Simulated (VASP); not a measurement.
Band structure of W (relaxed from the diamond structure, space group Fd-3m). Calculation: r2SCAN meta-GGA, VASP's PBE PAW potentials (set 64) (plane waves; VASP).

Unless said otherwise, spin-orbit coupling is left out, though it shifts the bands of the heavy elements here.

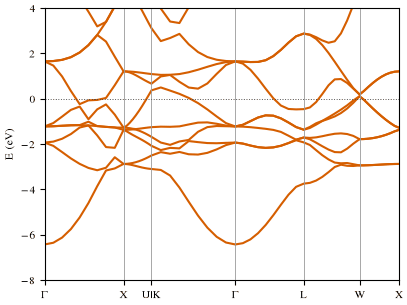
*Bands along high-symmetry lines, zero at the valence-band maximum or, without a gap, the Fermi level*

**Question.** Read the plot: is there a gap, and where are the band edges?

**Answer.** It has no gap at this level: it comes out as a metal or semimetal.

The structure was generated: W was put into the diamond type (Fd-3m), which need not be its known phase. It was relaxed first.
